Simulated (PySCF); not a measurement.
## Geometry relaxation of CH$_{6}$Si

- system: CH$_{6}$Si
- method: PBE0-D3(BJ)/def2-SVP geometry optimisation, gas phase (PySCF 2.14.0)

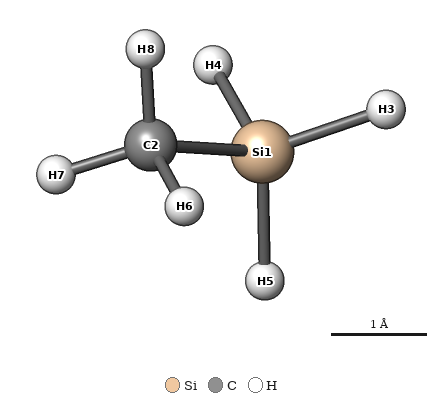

The starting structure (ball-and-stick view, seen at a tilt; atoms are numbered from 1 in the order of the input). Bond lengths as drawn: C–H 1.08 Å, C–Si 1.92 Å and H–Si 1.44 to 1.50 Å.

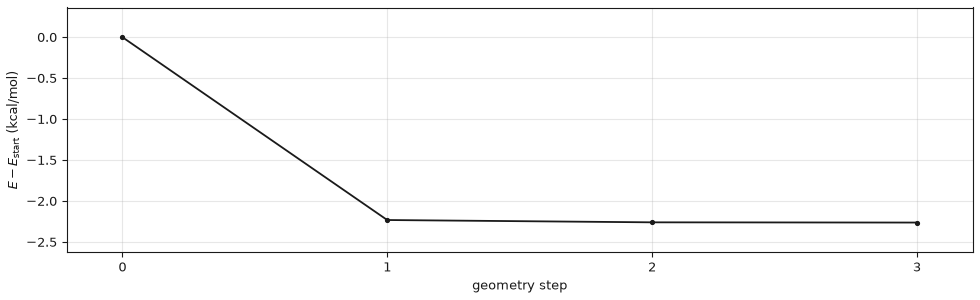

Progress of the relaxation, step by step (steps are counted from 0).

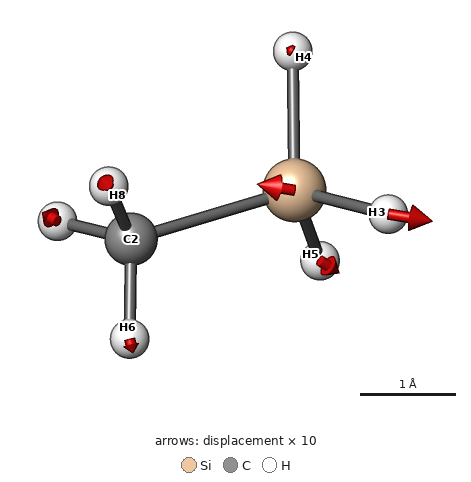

The starting structure with the displacements as red arrows, magnified 10 times (ball-and-stick view, seen at a tilt). The two geometries are laid on each other by the best rigid fit. Over 3 geometry steps the energy falls by 2.26 kcal/mol. Largest force component: 1.6 eV/Å at the start, 0.0078 eV/Å at the end. The largest move after the best rigid fit is that of H3, 0.049 Å. Largest moves by element: H 0.049 Å, Si 0.042 Å, C 0.008 Å. Among the contacts that change: Si1–H3 1.435 → 1.497 Å, Si1–H5 1.453 → 1.496 Å, Si1–C2 1.920 → 1.879 Å, C2–H6 1.078 → 1.101 Å. Among the angles that change: H3–Si1–H5 112.0° → 108.1°, C2–Si1–H3 108.6° → 110.7°. (Atoms are counted from 1 in the order of the input.)

The input and output of the run follow.

**Input**
```
{"job": {"xc": "PBE0", "basis": "def2-SVP", "d3": "d3bj", "grid": 2, "kind": "geom", "shake": 0.01}, "charge": 0, "multiplicity": 1}
Si     0.930944     0.027847    -0.005590
C     -0.987220    -0.061693     0.008457
H      1.409522    -0.197209     1.328601
H      1.352645     1.391453    -0.454218
H      1.446519    -0.956353    -0.942089
H     -1.320642    -1.033826     0.332200
H     -1.388241     0.119764    -0.976772
H     -1.397451     0.681464     0.681510
```

The first line tells a small driver script what to run in PySCF; the rest is the geometry in Å.

Launch command:
```bash
OMP_NUM_THREADS=1 python <driver script> task.json out
```

**Log**
```
step   0  E = -330.90370856  max force = 0.031650
step   1  E = -330.90726500  max force = 0.002340
step   2  E = -330.90731003  max force = 0.000820
step   3  E = -330.90731443  max force = 0.000152
optimisation converged
```

**Trajectory as extended XYZ (Å, eV, eV/Å), 4 frames, from step=0 to step=3**
```
8
Properties=species:S:1:pos:R:3:forces:R:3 step=0 energy=-9004.34855
Si    0.9309    0.0278   -0.0056   -1.6275   0.8074  -0.6123
C    -0.9872   -0.0617    0.0085    1.2822   0.2303   0.0359
H     1.4095   -0.1972    1.3286    0.5463  -0.2494   1.0694
H     1.3526    1.3915   -0.4542    0.0765  -0.0150   0.0062
H     1.4465   -0.9564   -0.9421    0.4080  -0.5712  -0.4455
H    -1.3206   -1.0338    0.3322   -0.2295  -0.7594   0.2685
H    -1.3882    0.1198   -0.9768   -0.2505   0.1375  -0.7176
H    -1.3975    0.6815    0.6815   -0.2055   0.4200   0.3954
8
Properties=species:S:1:pos:R:3:forces:R:3 step=1 energy=-9004.44533
Si    0.8960    0.0413   -0.0081    0.0191  -0.0266  -0.0787
C    -0.9803   -0.0568    0.0040   -0.1036  -0.0147   0.0051
H     1.4567   -0.2194    1.3478    0.0062   0.0078   0.1203
H     1.3571    1.3931   -0.4513   -0.0082   0.0102  -0.0080
H     1.4834   -0.9801   -0.9301   -0.0290   0.0088  -0.0385
H    -1.3227   -1.0512    0.3343    0.0379   0.0390  -0.0107
H    -1.3948    0.1257   -1.0008    0.0431  -0.0006   0.0355
H    -1.4099    0.6928    0.6884    0.0344  -0.0240  -0.0251
8
Properties=species:S:1:pos:R:3:forces:R:3 step=2 energy=-9004.44655
Si    0.8964    0.0400   -0.0083    0.0317  -0.0196  -0.0024
C    -0.9792   -0.0573    0.0042   -0.0422  -0.0047   0.0046
H     1.4518   -0.2173    1.3566   -0.0076   0.0122   0.0113
H     1.3540    1.3931   -0.4530    0.0008  -0.0009  -0.0006
H     1.4765   -0.9801   -0.9368   -0.0099   0.0095  -0.0108
H    -1.3186   -1.0512    0.3343    0.0093   0.0024  -0.0007
H    -1.3895    0.1259   -1.0007    0.0106   0.0017   0.0001
H    -1.4059    0.6924    0.6880    0.0073  -0.0006  -0.0014
8
Properties=species:S:1:pos:R:3:forces:R:3 step=3 energy=-9004.44667
Si    0.8972    0.0392   -0.0082    0.0046  -0.0077   0.0078
C    -0.9796   -0.0578    0.0045   -0.0041   0.0007   0.0012
H     1.4498   -0.2153    1.3591   -0.0030   0.0050  -0.0058
H     1.3544    1.3923   -0.4532    0.0018  -0.0001  -0.0001
H     1.4743   -0.9795   -0.9397   -0.0012   0.0029  -0.0019
H    -1.3177   -1.0518    0.3344    0.0007  -0.0024   0.0001
H    -1.3878    0.1260   -1.0010    0.0007   0.0004  -0.0025
H    -1.4051    0.6923    0.6884    0.0004   0.0012   0.0013
```

**Summary**

| quantity | value |
| --- | --- |
| outcome | converged |
| total energy | −330.907314 hartree |
| dipole moment | 0.80 D |
| point group | C3v |
| hardware | 1 CPU thread, shared host |
| wall time | 5.3 s |
| peak memory | 0.34 GiB |
